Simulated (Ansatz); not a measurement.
Run report: CoPH3Cl5 (charge −2), molecular dynamics

The run: molecular dynamics of CoPH3Cl5, charge −2. Method and program: RKS revPBE-d3bjatm/6-31G* (Ansatz 0.2.0).

The geometry comes from this level: PBE0-D4/def2-SVPD. Figures and captions count atoms from 1; the log counts them from 0 in places.

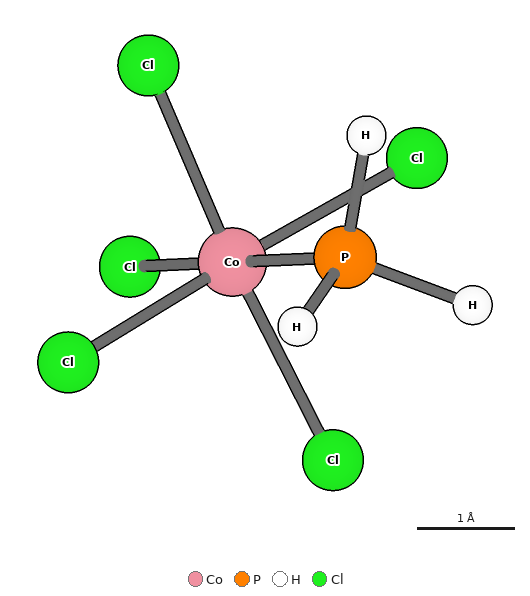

Fig. 1: The starting structure (ball-and-stick view, seen at a tilt). Sticks mark near contacts. Bond lengths as drawn: Cl–Co 2.29 to 2.33 Å, Co–P 2.19 Å and H–P 1.41 to 1.42 Å.

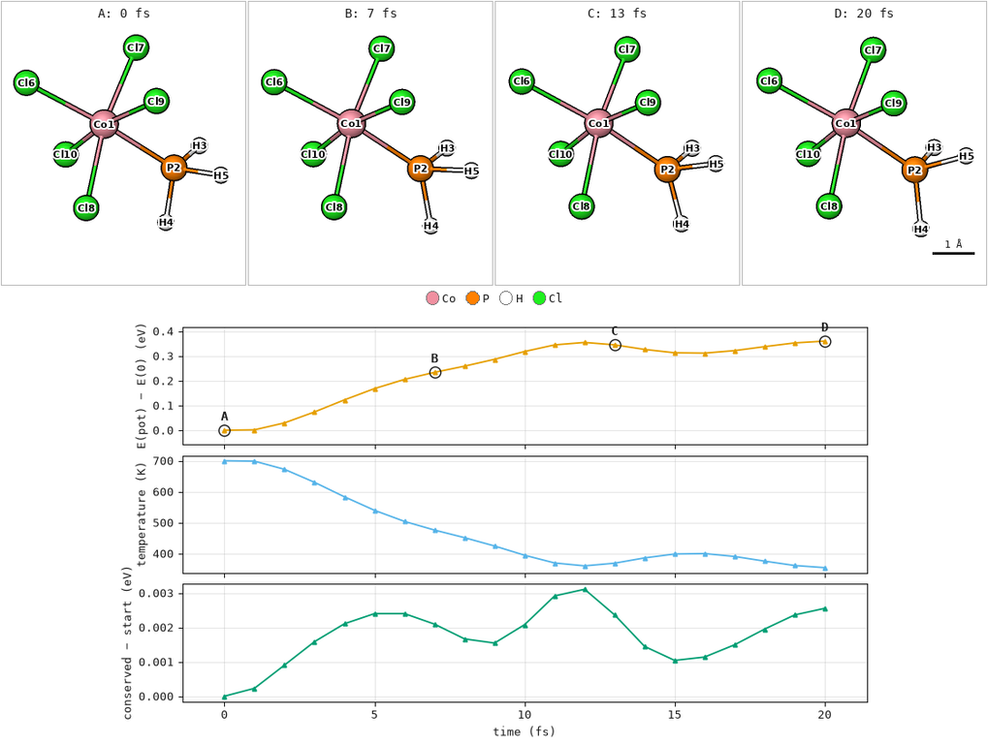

Fig. 2: Frames of the molecular dynamics (ball-and-stick, seen at a tilt) above the curves, on which the letters mark them. The trajectory kept here has 21 frames over 20 fs. The temperature starts at 700 K, ranges from 354 to 700 K and averages 378 K over the second half. The potential energy ends 0.360 eV above its first value. The conserved quantity stays within 0.0031 eV. After an unweighted best fit of the last frame on the first, the root-mean-square displacement is 0.21 Å, and H5 has moved furthest (0.35 Å).

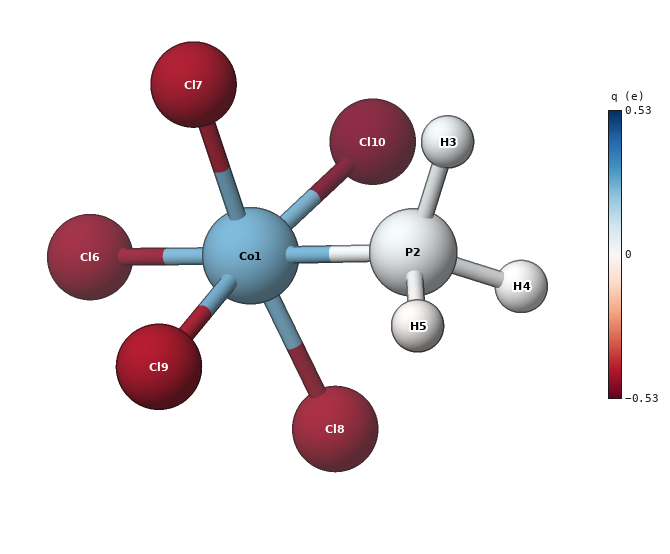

Fig. 3: Mulliken charges, as the colour of each atom (ball-and-stick view, seen at a tilt; atoms are numbered from 1 in the order of the input). By element: Co +0.26, P +0.03, H −0.01 to +0.03 and Cl −0.51 to −0.43 e.

These pictures come from the run below.

The input:
```yaml
crystal:
  periodic: [false, false, false]
  atoms:
    - {symbol: Co, position_ang: [0.020153, 0.043620, -0.926637]}
    - {symbol: P, position_ang: [-0.017440, -0.036162, 1.259608]}
    - {symbol: H, position_ang: [1.143866, -0.511864, 1.922421]}
    - {symbol: H, position_ang: [-1.008152, -0.839032, 1.872687]}
    - {symbol: H, position_ang: [-0.214155, 1.181174, 1.969543]}
    - {symbol: Cl, position_ang: [-0.023499, -0.041067, -3.216405]}
    - {symbol: Cl, position_ang: [2.320901, 0.056047, -0.775175]}
    - {symbol: Cl, position_ang: [-2.286697, 0.073996, -0.674700]}
    - {symbol: Cl, position_ang: [0.034263, 2.339583, -0.814670]}
    - {symbol: Cl, position_ang: [0.030770, -2.266293, -0.616671]}
basis:
  gaussian: {orbitals: "6-31G*"}
total_charge: -2
hamiltonian: {xc: {name: revPBE}, dispersion: d3bjatm}
md: {timestep: 1 fs, n_steps: 20, ensemble: nve, temperature: 700, initial_velocities: maxwell_boltzmann, seed: 403}
scf: {omitted_lower_state_checks: [starts]}
```

Launched with:
```bash
ansatz run in.yaml --threads 4 --pin off --events-out ev --progress --plain --max-ram 8704MiB
```

Log:
```
Functional definition: revPBE
  name "revPBE"
  cite "Zhang & Yang, Phys. Rev. Lett. 80, 890 (1998) doi:10.1103/PhysRevLett.80.890"
  cite "Perdew, Burke & Ernzerhof, Phys. Rev. Lett. 77, 3865 (1996) doi:10.1103/PhysRevLett.77.3865"
  parameter kappa = 1.245
  parameter beta = 0.06672455060314922
  exchange = pbe_x(kappa = kappa, mu = beta*pi^2/3)
  correlation = pbe_c(beta = beta)
these checks for a lower state are left out or cut short: starts
1861 factors; their error is unknown
mean field evaluation 1: about -109266.9141 eV, gradient 4.1e2 eV
mean field evaluation 2: about -107221.0318 eV, gradient 8.8e2 eV
mean field evaluation 4: about -109448.3489 eV, gradient 2.0e2 eV
mean field evaluation 8: about -109558.0898 eV, gradient 2.6e1 eV
mean field evaluation 16: about -109559.6414 eV, gradient 4.3e-2 eV
mean field -109559.57171268 eV, -4026.2399982960 hartree, gradient 6.1e-5 eV, S^2 0.000000; 0 other end points of the search recorded, 0 dependent functions left out
the calculation of the forces begins
reference -109559.57178467 eV, -4026.2400009417 hartree; 66, 66 occupied and 90, 90 virtual orbitals, 1861 factors
md step     0: t =     0.00 fs  T =   700.0 K  F+E_penalty+E_count = -109560.78143207 eV  E_kin = 0.723856 eV  conserved = -109560.05757608 eV  (35 SCF iters)
these checks for a lower state are left out or cut short: starts, cluster_reference, orbital_swaps, neighbouring_geometries, increment
1861 factors; their error is unknown
mean field evaluation 32: about -109559.5722 eV, gradient 7.1e-6 eV
mean field -109559.57219220 eV, -4026.2400159180 hartree, gradient 7.1e-6 eV, S^2 0.000000; 0 other end points of the search recorded, 0 dependent functions left out
[... from here on the field's lines of each further geometry are left out, up to the last ...]
md step     1: t =     1.00 fs  T =   698.6 K  F+E_penalty+E_count = -109560.77978398 eV  E_kin = 0.722437 eV  conserved = -109560.05734652 eV  (31 SCF iters, 11 dispersion substeps)
md step     2: t =     2.00 fs  T =   672.2 K  F+E_penalty+E_count = -109560.75182285 eV  E_kin = 0.695150 eV  conserved = -109560.05667319 eV  (31 SCF iters, 11 dispersion substeps)
md step     3: t =     3.00 fs  T =   630.3 K  F+E_penalty+E_count = -109560.70777415 eV  E_kin = 0.651783 eV  conserved = -109560.05599073 eV  (32 SCF iters, 11 dispersion substeps)
md step     4: t =     4.00 fs  T =   583.4 K  F+E_penalty+E_count = -109560.65871586 eV  E_kin = 0.603246 eV  conserved = -109560.05547008 eV  (32 SCF iters, 11 dispersion substeps)
md step     5: t =     5.00 fs  T =   539.7 K  F+E_penalty+E_count = -109560.61328365 eV  E_kin = 0.558109 eV  conserved = -109560.05517459 eV  (33 SCF iters, 11 dispersion substeps)
md step     6: t =     6.00 fs  T =   503.9 K  F+E_penalty+E_count = -109560.57627376 eV  E_kin = 0.521099 eV  conserved = -109560.05517478 eV  (32 SCF iters, 11 dispersion substeps)
md step     7: t =     7.00 fs  T =   475.9 K  F+E_penalty+E_count = -109560.54762880 eV  E_kin = 0.492146 eV  conserved = -109560.05548235 eV  (32 SCF iters, 11 dispersion substeps)
md step     8: t =     8.00 fs  T =   451.3 K  F+E_penalty+E_count = -109560.52260170 eV  E_kin = 0.466692 eV  conserved = -109560.05591016 eV  (31 SCF iters, 11 dispersion substeps)
md step     9: t =     9.00 fs  T =   424.5 K  F+E_penalty+E_count = -109560.49499345 eV  E_kin = 0.438963 eV  conserved = -109560.05603077 eV  (31 SCF iters, 11 dispersion substeps)
md step    10: t =    10.00 fs  T =   394.7 K  F+E_penalty+E_count = -109560.46362573 eV  E_kin = 0.408128 eV  conserved = -109560.05549791 eV  (31 SCF iters, 11 dispersion substeps)
md step    11: t =    11.00 fs  T =   369.6 K  F+E_penalty+E_count = -109560.43685406 eV  E_kin = 0.382191 eV  conserved = -109560.05466269 eV  (32 SCF iters, 11 dispersion substeps)
md step    12: t =    12.00 fs  T =   360.2 K  F+E_penalty+E_count = -109560.42691204 eV  E_kin = 0.372444 eV  conserved = -109560.05446755 eV  (32 SCF iters, 11 dispersion substeps)
md step    13: t =    13.00 fs  T =   368.9 K  F+E_penalty+E_count = -109560.43663530 eV  E_kin = 0.381423 eV  conserved = -109560.05521227 eV  (32 SCF iters, 11 dispersion substeps)
md step    14: t =    14.00 fs  T =   386.0 K  F+E_penalty+E_count = -109560.45524814 eV  E_kin = 0.399119 eV  conserved = -109560.05612872 eV  (32 SCF iters, 11 dispersion substeps)
md step    15: t =    15.00 fs  T =   398.6 K  F+E_penalty+E_count = -109560.46875341 eV  E_kin = 0.412218 eV  conserved = -109560.05653589 eV  (32 SCF iters, 11 dispersion substeps)
md step    16: t =    16.00 fs  T =   400.0 K  F+E_penalty+E_count = -109560.47008409 eV  E_kin = 0.413646 eV  conserved = -109560.05643834 eV  (32 SCF iters, 11 dispersion substeps)
md step    17: t =    17.00 fs  T =   390.6 K  F+E_penalty+E_count = -109560.46001525 eV  E_kin = 0.403936 eV  conserved = -109560.05607956 eV  (32 SCF iters, 11 dispersion substeps)
md step    18: t =    18.00 fs  T =   375.5 K  F+E_penalty+E_count = -109560.44388974 eV  E_kin = 0.388265 eV  conserved = -109560.05562462 eV  (32 SCF iters, 11 dispersion substeps)
md step    19: t =    19.00 fs  T =   361.3 K  F+E_penalty+E_count = -109560.42887460 eV  E_kin = 0.373662 eV  conserved = -109560.05521310 eV  (32 SCF iters, 11 dispersion substeps)
the calculation of the forces begins
reference -109559.21734641 eV, -4026.2269755759 hartree; 66, 66 occupied and 90, 90 virtual orbitals, 1861 factors
these checks for a lower state are left out or cut short: starts
1861 factors; their error is unknown
mean field -109559.21727444 eV, -4026.2269729309 hartree, gradient 2.0e-5 eV, S^2 0.000000; 0 other end points of the search recorded, 0 dependent functions left out
the calculation of the forces begins
reference -109559.21734641 eV, -4026.2269755759 hartree; 66, 66 occupied and 90, 90 virtual orbitals, 1861 factors
md step    20: t =    20.00 fs  T =   354.4 K  F+E_penalty+E_count = -109560.42151555 eV  E_kin = 0.366494 eV  conserved = -109560.05502192 eV  (13 SCF iters, 11 dispersion substeps)
Total energy: -109560.42158752 eV, -4026.2712306204 hartree
Atom 0 at     0.025167     0.102965    -0.930244 Å, force    -0.588092    -1.050511     0.851916 eV/Å
Atom 1 at    -0.035539    -0.097815     1.294534 Å, force     0.875211     1.439899    -0.295075 eV/Å
Atom 2 at     1.119911    -0.724097     1.869122 Å, force    -0.305001    -0.121385     0.191925 eV/Å
Atom 3 at    -1.133119    -0.552415     2.153977 Å, force     0.580547     0.179660    -0.449761 eV/Å
Atom 4 at     0.259244     1.268530     1.875047 Å, force    -0.540745    -1.101610    -0.000983 eV/Å
Atom 5 at     0.025842     0.024986    -3.209672 Å, force    -0.046112    -0.032880    -0.255290 eV/Å
Atom 6 at     2.256832    -0.036545    -0.814324 Å, force     0.855685     0.320967     0.082268 eV/Å
Atom 7 at    -2.250307     0.134285    -0.670559 Å, force    -0.825415    -0.177887    -0.146454 eV/Å
Atom 8 at    -0.060494     2.321489    -0.871912 Å, force     0.303047     0.785095     0.043834 eV/Å
Atom 9 at     0.102117    -2.331337    -0.559468 Å, force    -0.309125    -0.241347    -0.022380 eV/Å
Dipole moment:    -0.003838     0.029802     1.210609 e Å
Checks for a lower state left out: starts
```

Trajectory as extended XYZ (Å, eV, eV/Å), 10 of the 21 frames kept, from step=0 to step=20:
```
10
Properties=species:S:1:pos:R:3:forces:R:3 step=0 time_fs=0.0 energy=-109560.78143 temperature=700.0
Co    0.0202    0.0436   -0.9266    0.0526   0.1097   0.8450
P    -0.0174   -0.0362    1.2596    0.0130   0.0123  -1.0977
H     1.1439   -0.5119    1.9224    0.1336  -0.0552   0.2454
H    -1.0082   -0.8390    1.8727   -0.1050  -0.0815   0.2332
H    -0.2142    1.1812    1.9695   -0.0253   0.1491   0.2579
Cl   -0.0235   -0.0411   -3.2164   -0.0077  -0.0162  -0.1908
Cl    2.3209    0.0560   -0.7752    0.4201  -0.0133  -0.0830
Cl   -2.2867    0.0740   -0.6747   -0.4733  -0.0036  -0.0737
Cl    0.0343    2.3396   -0.8147   -0.0073   0.3877  -0.0797
Cl    0.0308   -2.2663   -0.6167   -0.0007  -0.4888  -0.0566
10
Properties=species:S:1:pos:R:3:forces:R:3 step=2 time_fs=2.0 energy=-109560.75182 temperature=672.2
Co    0.0215    0.0509   -0.9295   -0.0810  -0.0470   0.9035
P    -0.0210   -0.0464    1.2601   -0.2682   0.9566  -0.1602
H     1.1238   -0.5257    1.9337    0.3439  -0.0982   0.2310
H    -0.9938   -0.7792    2.0046   -0.0719  -0.0790  -0.1543
H    -0.1837    1.2290    2.0002    0.1449  -0.6832  -0.3301
Cl   -0.0185   -0.0344   -3.2147   -0.0025  -0.0152  -0.1979
Cl    2.3116    0.0462   -0.7789    0.4663   0.0230  -0.0692
Cl   -2.2798    0.0804   -0.6738   -0.5276  -0.0231  -0.0916
Cl    0.0242    2.3351   -0.8201    0.0264   0.4229  -0.0930
Cl    0.0385   -2.2708   -0.6107   -0.0303  -0.4568  -0.0383
10
Properties=species:S:1:pos:R:3:forces:R:3 step=4 time_fs=4.0 energy=-109560.65872 temperature=583.4
Co    0.0228    0.0582   -0.9319   -0.1913  -0.2105   0.9106
P    -0.0250   -0.0554    1.2603   -0.2915   1.1911   0.8097
H     1.1162   -0.5430    1.9534    0.2673  -0.0366   0.0452
H    -0.9819   -0.7222    2.1303    0.0886   0.0008  -0.6541
H    -0.1479    1.2520    2.0190    0.1977  -0.9856  -0.6170
Cl   -0.0136   -0.0278   -3.2131    0.0015  -0.0108  -0.1993
Cl    2.3028    0.0363   -0.7828    0.5095   0.0605  -0.0570
Cl   -2.2735    0.0867   -0.6729   -0.5805  -0.0412  -0.1069
Cl    0.0142    2.3310   -0.8256    0.0596   0.4615  -0.0966
Cl    0.0461   -2.2759   -0.6048   -0.0610  -0.4293  -0.0346
10
Properties=species:S:1:pos:R:3:forces:R:3 step=7 time_fs=7.0 energy=-109560.54763 temperature=475.9
Co    0.0245    0.0688   -0.9342   -0.3045  -0.4784   0.8638
P    -0.0314   -0.0664    1.2629    0.2208   0.7562   1.5617
H     1.1205   -0.5701    1.9828   -0.0774   0.1024  -0.3253
H    -0.9574   -0.6371    2.2677    0.0897  -0.0760  -1.1108
H    -0.0806    1.2197    2.0038    0.1534  -0.4955  -0.4976
Cl   -0.0062   -0.0179   -3.2112    0.0019   0.0004  -0.2092
Cl    2.2907    0.0217   -0.7886    0.5781   0.1198  -0.0405
Cl   -2.2653    0.0961   -0.6718   -0.6602  -0.0649  -0.1152
Cl   -0.0006    2.3259   -0.8341    0.1081   0.5362  -0.0747
Cl    0.0575   -2.2843   -0.5960   -0.1099  -0.4003  -0.0521
10
Properties=species:S:1:pos:R:3:forces:R:3 step=9 time_fs=9.0 energy=-109560.49499 temperature=424.5
Co    0.0254    0.0756   -0.9351   -0.3607  -0.6556   0.8292
P    -0.0354   -0.0724    1.2668    0.6562   0.1127   1.1912
H     1.1218   -0.5842    1.9891   -0.1767   0.1004  -0.4339
H    -0.9368   -0.5836    2.3088   -0.1439  -0.2560  -1.0417
H    -0.0281    1.1718    1.9692    0.1138   0.4054  -0.0629
Cl   -0.0012   -0.0113   -3.2103   -0.0016   0.0062  -0.2254
Cl    2.2834    0.0121   -0.7926    0.6288   0.1596  -0.0269
Cl   -2.2607    0.1023   -0.6713   -0.7125  -0.0799  -0.1135
Cl   -0.0104    2.3232   -0.8398    0.1399   0.5958  -0.0481
Cl    0.0650   -2.2905   -0.5902   -0.1434  -0.3886  -0.0680
10
Properties=species:S:1:pos:R:3:forces:R:3 step=11 time_fs=11.0 energy=-109560.43685 temperature=369.6
Co    0.0261    0.0818   -0.9354   -0.4145  -0.8030   0.8075
P    -0.0386   -0.0783    1.2722    1.0020  -0.3578   0.3173
H     1.1168   -0.5947    1.9791   -0.0974  -0.0091  -0.3713
H    -0.9220   -0.5399    2.3107   -0.5062  -0.4559  -0.6776
H     0.0289    1.1394    1.9324    0.1068   1.2397   0.3874
Cl    0.0038   -0.0047   -3.2095   -0.0072   0.0070  -0.2443
Cl    2.2767    0.0027   -0.7966    0.6814   0.1968  -0.0094
Cl   -2.2569    0.1084   -0.6709   -0.7597  -0.0966  -0.1115
Cl   -0.0200    2.3212   -0.8456    0.1716   0.6550  -0.0242
Cl    0.0722   -2.2970   -0.5845   -0.1769  -0.3760  -0.0737
10
Properties=species:S:1:pos:R:3:forces:R:3 step=13 time_fs=13.0 energy=-109560.43664 temperature=368.9
Co    0.0264    0.0876   -0.9352   -0.4689  -0.8999   0.8026
P    -0.0406   -0.0846    1.2780    1.2435   0.1472  -0.3663
H     1.1084   -0.6057    1.9553    0.0963  -0.1873  -0.1704
H    -0.9265   -0.5135    2.2869   -0.8205  -0.5677  -0.2105
H     0.0899    1.1518    1.9091    0.0355   1.0430   0.3793
Cl    0.0087    0.0019   -3.2091   -0.0140   0.0013  -0.2586
Cl    2.2709   -0.0065   -0.8006    0.7321   0.2293   0.0107
Cl   -2.2539    0.1144   -0.6706   -0.7969  -0.1161  -0.1133
Cl   -0.0294    2.3199   -0.8515    0.2028   0.7051  -0.0116
Cl    0.0793   -2.3040   -0.5788   -0.2099  -0.3549  -0.0619
10
Properties=species:S:1:pos:R:3:forces:R:3 step=16 time_fs=16.0 energy=-109560.47008 temperature=400.0
Co    0.0264    0.0951   -0.9339   -0.5447  -0.9686   0.8258
P    -0.0407   -0.0931    1.2859    1.2505   1.6137  -0.4769
H     1.1043   -0.6375    1.9102    0.2323  -0.3673   0.1512
H    -0.9907   -0.5130    2.2378   -0.5740  -0.3639  -0.0631
H     0.1807    1.2299    1.8965   -0.2998  -0.4694  -0.0591
Cl    0.0161    0.0118   -3.2089   -0.0255  -0.0149  -0.2645
Cl    2.2635   -0.0198   -0.8065    0.7963   0.2704   0.0432
Cl   -2.2510    0.1232   -0.6704   -0.8269  -0.1467  -0.1256
Cl   -0.0432    2.3193   -0.8602    0.2483   0.7537  -0.0021
Cl    0.0895   -2.3152   -0.5705   -0.2563  -0.3070  -0.0287
10
Properties=species:S:1:pos:R:3:forces:R:3 step=18 time_fs=18.0 energy=-109560.44389 temperature=375.5
Co    0.0260    0.0994   -0.9323   -0.5793  -1.0036   0.8442
P    -0.0388   -0.0966    1.2904    1.0369   1.8243  -0.2913
H     1.1118   -0.6751    1.8856    0.0258  -0.3031   0.2215
H    -1.0626   -0.5314    2.2016    0.0406  -0.0655  -0.3086
H     0.2291    1.2688    1.8880   -0.4812  -1.0582  -0.1289
Cl    0.0210    0.0184   -3.2091   -0.0345  -0.0253  -0.2607
Cl    2.2597   -0.0283   -0.8105    0.8291   0.2958   0.0642
Cl   -2.2502    0.1288   -0.6704   -0.8305  -0.1640  -0.1372
Cl   -0.0520    2.3200   -0.8661    0.2770   0.7717   0.0145
Cl    0.0960   -2.3231   -0.5650   -0.2840  -0.2722  -0.0177
10
Properties=species:S:1:pos:R:3:forces:R:3 step=20 time_fs=20.0 energy=-109560.42152 temperature=354.4
Co    0.0252    0.1030   -0.9302   -0.5881  -1.0505   0.8519
P    -0.0355   -0.0978    1.2945    0.8752   1.4399  -0.2951
H     1.1199   -0.7241    1.8691   -0.3050  -0.1214   0.1919
H    -1.1331   -0.5524    2.1540    0.5805   0.1797  -0.4498
H     0.2592    1.2685    1.8750   -0.5407  -1.1016  -0.0010
Cl    0.0258    0.0250   -3.2097   -0.0461  -0.0329  -0.2553
Cl    2.2568   -0.0365   -0.8143    0.8557   0.3210   0.0823
Cl   -2.2503    0.1343   -0.6706   -0.8254  -0.1779  -0.1465
Cl   -0.0605    2.3215   -0.8719    0.3030   0.7851   0.0438
Cl    0.1021   -2.3313   -0.5595   -0.3091  -0.2413  -0.0224
```

Key numbers:

| quantity | value |
| --- | --- |
| outcome | finished |
| mean temperature over the second half | 378 K |
| trajectory | 20 steps, 20 fs |
| ensemble | nve |
| temperature in the input | 700 K |
| time step | 1 fs |
| potential energy (last step) | −109560.4216 eV |
| mean-field energy (last step) | −109559.2173 eV |
| dispersion energy (last step) | −1.2042 eV |
| SCF solution under orbital rotations (last step) | stable |
| largest force (length of the vector) (last step) | 1.711 eV/Å |
| hardware | 4 threads of Arm Neoverse N1, 40 GiB of memory available, shared host |
| wall time | 2.1 min (CPU time 7.9 min) |
| peak memory | 0.3 GiB |

Notes:

A multiply charged ion in the gas phase: its levels are not those in solution or in a crystal. So short a trajectory is not equilibrated.
